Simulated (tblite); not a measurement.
# Geometry relaxation, with input and output: C$_{4}$H$_{10}$GeO$_{3}$Si (part 4 of 4)

Continued. System: C$_{4}$H$_{10}$GeO$_{3}$Si. Method: GFN2-xTB geometry optimisation, gas phase (tblite 0.8.0). It belongs to a series of runs on one base structure; here: H on C replaced by OCOCH3.

Geometry of the input (Å):
```
C  3.6726  0.9501  -0.3186
C  2.4216  0.3036  0.1576
O  2.4988  -0.2056  1.3446
O  1.2679  0.2388  -0.6071
C  0.1713  -0.4230  0.0031
Si -0.5330  -1.7107  -1.1885
C  -1.2377  -0.1424  -0.4078
O  -2.1552  -0.4932  0.5945
Ge -3.5952  0.5195  0.6605
H  4.4951  0.2340  -0.1328
H  3.5480  1.1470  -1.3995
H  3.8690  1.8626  0.2461
H  0.3206  -0.8215  1.0278
H  -0.2466  -1.5720  -2.6045
H  -0.8646  -2.9846  -0.5975
H  -1.4380  0.7075  -1.0540
H  -3.2316  1.9406  1.1785
H  -4.5472  -0.1035  1.7499
H  -4.4255  0.5620  -0.6445
```

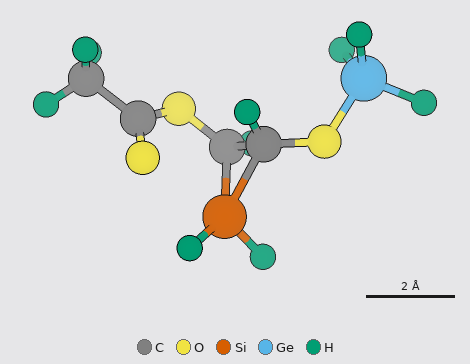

Fig. 1: The geometry at step 248 of the log (ball-and-stick view, seen on its broad side).

**Trajectory as extended XYZ, continued**
```
19
Properties=species:S:1:pos:R:3:forces:R:3 step=221 energy=-802.71009
C     3.1054    1.1765   -0.5083    0.0110   0.0250   0.0050
C     1.9491    0.2256   -0.4235    0.0040   0.0200   0.0000
O     1.7471   -0.6808   -1.2161    0.0220  -0.0560   0.0060
O     1.1567    0.4408    0.5949   -0.0480   0.0120   0.0200
C     0.0843   -0.4714    0.6979   -0.0420   0.0140   0.0070
Si    0.0676   -2.0865   -0.3546   -0.0080  -0.0100  -0.0250
C    -0.9298   -0.4857   -0.4599   -0.0050   0.0150  -0.0090
O    -2.2752   -0.5371   -0.0768    0.0520  -0.0260  -0.0280
Ge   -3.3091    0.7964    0.3610    0.0350   0.0270  -0.0080
H     4.0342    0.6173   -0.5913   -0.0160  -0.0160  -0.0190
H     2.9972    1.7867   -1.4017    0.0250   0.0230  -0.0360
H     3.1270    1.8133    0.3701   -0.0030   0.0100   0.0140
H    -0.3452   -0.3715    1.6889   -0.0200  -0.0480   0.0020
H     0.7755   -2.8205   -1.3771    0.0060   0.0090  -0.0030
H    -0.6769   -3.0112    0.5051    0.0040  -0.0040   0.0290
H    -0.7204    0.2565   -1.2291   -0.0230  -0.0180   0.0080
H    -2.7508    1.5702    1.5235    0.0100   0.0510   0.0070
H    -4.5546    0.0708    0.7214   -0.0270  -0.0340  -0.0120
H    -3.4919    1.7202   -0.8168    0.0220   0.0030   0.0440
19
Properties=species:S:1:pos:R:3:forces:R:3 step=228 energy=-802.71390
C     3.0869    1.1911   -0.4930   -0.0040  -0.0020   0.0040
C     1.9356    0.2315   -0.4144   -0.0110   0.0060  -0.0070
O     1.7535   -0.6811   -1.2052    0.0160  -0.0270   0.0180
O     1.1270    0.4412    0.5945   -0.0170   0.0160  -0.0010
C     0.0599   -0.4792    0.6814    0.0230  -0.0180  -0.0110
Si    0.0641   -2.1023   -0.3567    0.0140  -0.0160   0.0060
C    -0.9339   -0.5053   -0.4905   -0.0030   0.0220  -0.0140
O    -2.2807   -0.5451   -0.1196   -0.0030  -0.0190   0.0010
Ge   -3.2721    0.8040    0.3685   -0.0320   0.0430   0.0020
H     4.0144    0.6314   -0.5880   -0.0060  -0.0060  -0.0060
H     2.9787    1.8111   -1.3815   -0.0030   0.0000   0.0190
H     3.1126    1.8163    0.3940   -0.0110   0.0100  -0.0100
H    -0.3944   -0.3911    1.6623    0.0160   0.0050   0.0160
H     0.8052   -2.8352   -1.3539    0.0110  -0.0020  -0.0230
H    -0.6849   -3.0237    0.5028   -0.0030  -0.0040   0.0180
H    -0.7145    0.2272   -1.2650   -0.0100   0.0010  -0.0100
H    -2.6635    1.5935    1.4979    0.0120  -0.0190   0.0040
H    -4.5153    0.0929    0.7716    0.0010  -0.0050  -0.0050
H    -3.4882    1.7320   -0.7976    0.0090   0.0150  -0.0010
19
Properties=species:S:1:pos:R:3:forces:R:3 step=235 energy=-802.71557
C     3.0646    1.2051   -0.4920   -0.0070  -0.0100   0.0000
C     1.9253    0.2310   -0.4112    0.0060   0.0200  -0.0010
O     1.7551   -0.6841   -1.2007    0.0090  -0.0260   0.0000
O     1.1172    0.4304    0.6005   -0.0170   0.0090  -0.0110
C     0.0587   -0.5005    0.6852    0.0040   0.0200  -0.0150
Si    0.0626   -2.1215   -0.3533    0.0090   0.0090   0.0110
C    -0.9373   -0.5241   -0.4867    0.0100   0.0250   0.0080
O    -2.2854   -0.5466   -0.1187   -0.0180  -0.0200  -0.0100
Ge   -3.2548    0.8251    0.3595    0.0040  -0.0170  -0.0030
H     3.9947    0.6515   -0.5989    0.0030   0.0240   0.0060
H     2.9450    1.8324   -1.3735   -0.0110  -0.0160  -0.0080
H     3.0891    1.8284    0.3963    0.0020  -0.0130   0.0120
H    -0.3928   -0.4197    1.6683    0.0060   0.0060   0.0000
H     0.7993   -2.8396   -1.3648    0.0030  -0.0070  -0.0110
H    -0.6666   -3.0449    0.5211   -0.0060  -0.0140  -0.0070
H    -0.7120    0.2053   -1.2636    0.0010  -0.0180   0.0090
H    -2.6212    1.5898    1.4898   -0.0040   0.0050   0.0240
H    -4.5094    0.1295    0.7558    0.0010   0.0210  -0.0060
H    -3.4418    1.7618   -0.8054    0.0040   0.0010   0.0050
19
Properties=species:S:1:pos:R:3:forces:R:3 step=241 energy=-802.71663
C     3.0493    1.2130   -0.4898   -0.0010   0.0020  -0.0070
C     1.9198    0.2294   -0.4081    0.0070  -0.0020  -0.0050
O     1.7584   -0.6906   -1.1936    0.0130  -0.0270  -0.0050
O     1.1063    0.4301    0.5986   -0.0050   0.0010   0.0140
C     0.0562   -0.5089    0.6860   -0.0170   0.0030   0.0020
Si    0.0659   -2.1309   -0.3509   -0.0020  -0.0170   0.0090
C    -0.9411   -0.5374   -0.4834   -0.0020  -0.0250  -0.0090
O    -2.2916   -0.5553   -0.1226   -0.0050   0.0140   0.0110
Ge   -3.2375    0.8352    0.3555    0.0090  -0.0070   0.0010
H     3.9865    0.6740   -0.6039    0.0040   0.0020  -0.0090
H     2.9119    1.8391   -1.3695    0.0150   0.0120   0.0060
H     3.0719    1.8301    0.4026   -0.0040   0.0130  -0.0020
H    -0.3896   -0.4349    1.6722   -0.0130   0.0150  -0.0050
H     0.7949   -2.8388   -1.3761   -0.0040  -0.0070   0.0010
H    -0.6520   -3.0651    0.5239    0.0080   0.0160  -0.0180
H    -0.7121    0.1844   -1.2650    0.0040   0.0130  -0.0020
H    -2.5940    1.5866    1.4896    0.0010  -0.0020   0.0150
H    -4.5076    0.1701    0.7491   -0.0190   0.0000  -0.0020
H    -3.4055    1.7791   -0.8067    0.0120  -0.0060   0.0040
19
Properties=species:S:1:pos:R:3:forces:R:3 step=248 energy=-802.71795
C     3.0402    1.2155   -0.4973    0.0100   0.0190  -0.0110
C     1.9150    0.2276   -0.4060    0.0090  -0.0200  -0.0060
O     1.7596   -0.7033   -1.1812    0.0120  -0.0030   0.0050
O     1.0993    0.4336    0.5976    0.0090   0.0120  -0.0160
C     0.0529   -0.5089    0.6910   -0.0050   0.0020   0.0140
Si    0.0738   -2.1344   -0.3452   -0.0010   0.0060  -0.0190
C    -0.9440   -0.5481   -0.4783   -0.0020  -0.0040   0.0170
O    -2.2949   -0.5664   -0.1151    0.0220   0.0010   0.0010
Ge   -3.2271    0.8346    0.3573    0.0030   0.0150   0.0220
H     3.9803    0.6835   -0.6180    0.0030  -0.0190   0.0170
H     2.9002    1.8396   -1.3776   -0.0210   0.0160  -0.0120
H     3.0642    1.8384    0.3914   -0.0010  -0.0050   0.0030
H    -0.3941   -0.4227    1.6757   -0.0140  -0.0180   0.0020
H     0.7794   -2.8416   -1.3900   -0.0100   0.0060   0.0280
H    -0.6328   -3.0708    0.5343    0.0010   0.0000  -0.0010
H    -0.7157    0.1769   -1.2571   -0.0110   0.0110  -0.0270
H    -2.6040    1.5644    1.5198   -0.0080  -0.0230  -0.0090
H    -4.5263    0.2000    0.7063    0.0010  -0.0070  -0.0020
H    -3.3357    1.7915   -0.7998    0.0050   0.0120  -0.0070
19
Properties=species:S:1:pos:R:3:forces:R:3 step=255 energy=-802.71919
C     3.0293    1.2179   -0.5111    0.0100  -0.0050   0.0000
C     1.9119    0.2237   -0.4035    0.0050   0.0010   0.0120
O     1.7617   -0.7192   -1.1655   -0.0040  -0.0110  -0.0090
O     1.0974    0.4395    0.5979   -0.0280   0.0080   0.0010
C     0.0487   -0.5001    0.6957    0.0140  -0.0330   0.0040
Si    0.0804   -2.1317   -0.3354   -0.0060   0.0270  -0.0130
C    -0.9379   -0.5461   -0.4809   -0.0150  -0.0010   0.0000
O    -2.2899   -0.5698   -0.1225    0.0050   0.0130  -0.0130
Ge   -3.2165    0.8334    0.3583   -0.0210  -0.0240   0.0160
H     3.9691    0.6852   -0.6336    0.0100   0.0220  -0.0060
H     2.8740    1.8366   -1.3936    0.0110  -0.0030   0.0100
H     3.0557    1.8439    0.3756    0.0080   0.0030  -0.0120
H    -0.4075   -0.4087    1.6763    0.0110  -0.0020  -0.0130
H     0.7908   -2.8569   -1.3647   -0.0090   0.0120   0.0180
H    -0.6361   -3.0635    0.5414   -0.0050   0.0060   0.0100
H    -0.7124    0.1817   -1.2604   -0.0010  -0.0250   0.0050
H    -2.6189    1.5203    1.5587   -0.0040  -0.0080  -0.0100
H    -4.5337    0.2063    0.6548    0.0160   0.0060  -0.0060
H    -3.2757    1.8169   -0.7800    0.0030   0.0150   0.0040
19
Properties=species:S:1:pos:R:3:forces:R:3 step=262 energy=-802.72174
C     3.0418    1.2116   -0.5277   -0.0060   0.0050   0.0010
C     1.9180    0.2244   -0.4115   -0.0230   0.0180  -0.0050
O     1.7791   -0.7429   -1.1451    0.0110   0.0080   0.0160
O     1.0789    0.4793    0.5612    0.0240  -0.0140  -0.0090
C     0.0321   -0.4602    0.6758    0.0090   0.0160  -0.0060
Si    0.0798   -2.1208   -0.3011   -0.0120  -0.0030   0.0340
C    -0.9403   -0.5452   -0.5119    0.0170   0.0120  -0.0070
O    -2.2970   -0.5698   -0.1786    0.0010   0.0010  -0.0100
Ge   -3.2185    0.8084    0.3712   -0.0120   0.0340  -0.0220
H     3.9807    0.6760   -0.6453   -0.0050   0.0150   0.0040
H     2.8897    1.8239   -1.4151    0.0030  -0.0090  -0.0050
H     3.0687    1.8503    0.3504    0.0090  -0.0200  -0.0070
H    -0.4311   -0.3419    1.6500   -0.0130   0.0040  -0.0150
H     0.8096   -2.8908   -1.2789    0.0160  -0.0070  -0.0230
H    -0.6569   -3.0077    0.6059   -0.0020  -0.0230  -0.0060
H    -0.7089    0.1604   -1.3102    0.0060  -0.0260   0.0230
H    -2.6601    1.3856    1.6435   -0.0020   0.0060   0.0080
H    -4.5539    0.1863    0.5612   -0.0270  -0.0190   0.0130
H    -3.2215    1.8824   -0.6861    0.0080   0.0010   0.0170
19
Properties=species:S:1:pos:R:3:forces:R:3 step=268 energy=-802.72308
C     3.0462    1.2128   -0.5373    0.0030  -0.0070  -0.0010
C     1.9247    0.2238   -0.4154    0.0060   0.0090   0.0080
O     1.7982   -0.7592   -1.1285    0.0020  -0.0130  -0.0150
O     1.0747    0.4962    0.5427   -0.0170   0.0080   0.0120
C     0.0252   -0.4397    0.6637   -0.0160   0.0140  -0.0080
Si    0.0759   -2.1228   -0.2698    0.0000  -0.0250  -0.0080
C    -0.9359   -0.5484   -0.5314    0.0080  -0.0040   0.0000
O    -2.2980   -0.5551   -0.2208    0.0060   0.0040   0.0100
Ge   -3.2244    0.8017    0.3754    0.0180   0.0120   0.0010
H     3.9869    0.6808   -0.6523    0.0050  -0.0050  -0.0080
H     2.8915    1.8200   -1.4276    0.0020   0.0020   0.0010
H     3.0739    1.8530    0.3389   -0.0050   0.0090  -0.0020
H    -0.4530   -0.2984    1.6272    0.0020   0.0020   0.0070
H     0.8115   -2.9053   -1.2352    0.0060   0.0040   0.0030
H    -0.6673   -2.9951    0.6457    0.0000  -0.0110  -0.0020
H    -0.6888    0.1309   -1.3461    0.0050   0.0050   0.0040
H    -2.6909    1.3150    1.6872   -0.0110  -0.0070  -0.0030
H    -4.5627    0.1680    0.5129   -0.0020   0.0060  -0.0030
H    -3.1975    1.9311   -0.6216   -0.0140  -0.0020   0.0030
19
Properties=species:S:1:pos:R:3:forces:R:3 step=275 energy=-802.72347
C     3.0458    1.2120   -0.5480   -0.0010   0.0000  -0.0020
C     1.9252    0.2234   -0.4154    0.0060  -0.0080  -0.0030
O     1.8002   -0.7653   -1.1215    0.0000   0.0050   0.0020
O     1.0748    0.5017    0.5409    0.0010  -0.0020  -0.0020
C     0.0247   -0.4335    0.6658    0.0010  -0.0010   0.0040
Si    0.0773   -2.1236   -0.2577    0.0010  -0.0010  -0.0010
C    -0.9304   -0.5478   -0.5324   -0.0020  -0.0020   0.0020
O    -2.2941   -0.5480   -0.2307   -0.0030  -0.0030  -0.0010
Ge   -3.2264    0.7996    0.3757    0.0040   0.0050   0.0050
H     3.9863    0.6798   -0.6653   -0.0040   0.0000   0.0010
H     2.8861    1.8135   -1.4413    0.0010   0.0010  -0.0030
H     3.0762    1.8593    0.3228    0.0020   0.0030   0.0040
H    -0.4546   -0.2858    1.6279   -0.0010   0.0010  -0.0040
H     0.8232   -2.9114   -1.2107   -0.0010   0.0000   0.0030
H    -0.6725   -2.9920    0.6565    0.0010   0.0000  -0.0020
H    -0.6765    0.1269   -1.3489    0.0000   0.0010   0.0010
H    -2.7260    1.2754    1.7138   -0.0020  -0.0010   0.0000
H    -4.5708    0.1702    0.4660    0.0000  -0.0010  -0.0010
H    -3.1784    1.9548   -0.5898   -0.0030   0.0020  -0.0030
```

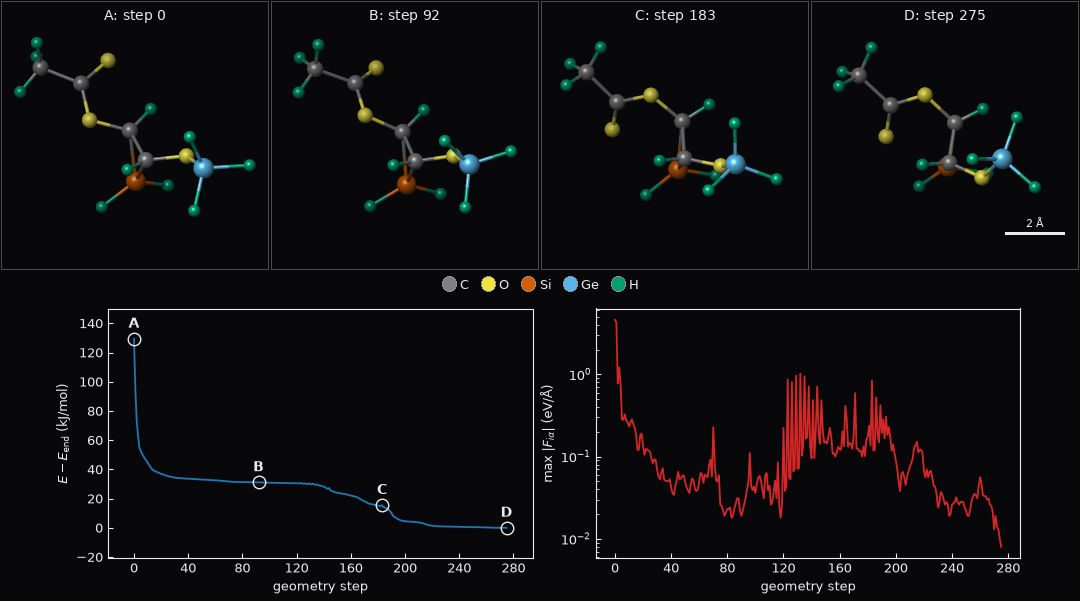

Fig. 2: Frames of the relaxation (ball-and-stick view, seen at a tilt) above the curves, on which the letters mark them (steps are counted from 0).

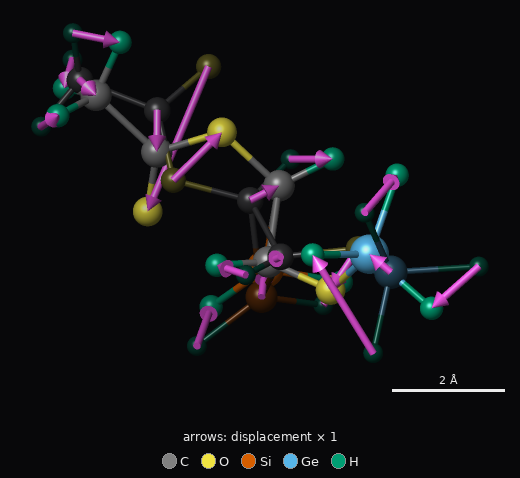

Fig. 3: Start (faint) and end (solid) with the displacements as pink arrows, at true length (ball-and-stick view, seen at a tilt). The two geometries are laid on each other by the best rigid fit. The atom that moves furthest after the best rigid fit is O3 (2.81 Å). By element the largest moves are O 2.81 Å, H 2.17 Å, C 0.76 Å, Si 0.73 Å, Ge 0.50 Å. Among the contacts that change: Ge9–H18 1.575 → 1.487 Å, C2–O4 1.386 → 1.310 Å, C2–O3 1.294 → 1.221 Å, Ge9–H17 1.556 → 1.506 Å. Among the angles that change: C5–Si6–H14 118.4° → 144.0°, C7–Si6–H14 113.4° → 129.4°, C5–Si6–H15 115.4° → 101.9°. After 275 geometry steps the energy has fallen by 129.5 kJ/mol. Largest force component: 4.6 eV/Å at the start, 0.008 eV/Å at the end. (Atoms are counted from 1 in the order of the input.)

**Summary**

- outcome: converged
- total energy: −802.7235 eV
- wall time: 4.6 s
- peak memory: 0.18 GiB
